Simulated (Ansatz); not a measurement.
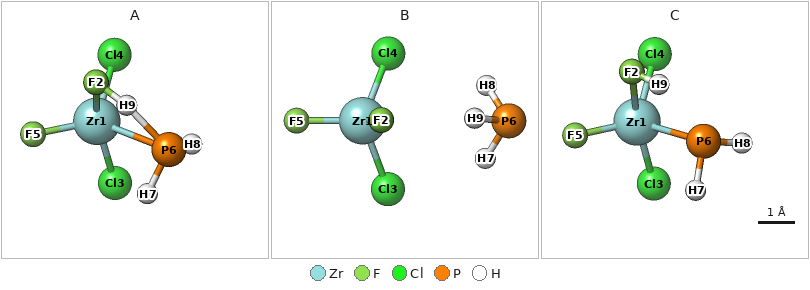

3 geometries from a converged minimum-energy path of ZrPH₃Cl₂F₂, made up at the start of ZrCl2F2 and PH₃, shuffled. The picture is a ball-and-stick view, seen at a tilt.

Theory: Ansatz, RKS PBE0-D4/def2-SVP. Settings: 5 movable images; climbing image; force threshold 0.03 eV/Å; iteration limit 60; starting path through a guess of the saddle point.

Q: Which frame is the transition state?

A: A. In order along the path, whose images run from 0 to 6: B (image 0, 0.00 eV), A (image 3, +1.52 eV), C (image 5, +1.36 eV). Breaking: P6–H9 (1.43 → 1.77 at the top → 2.16 Å). Forming: F2–H9 (2.67 → 1.11 at the top → 0.96 Å), Zr1–P6 (4.21 → 2.82 at the top → 2.65 Å).

Limits of the set-up: the start holds two separate molecules, 2.7 Å apart at their closest, whose relative position is a soft coordinate.
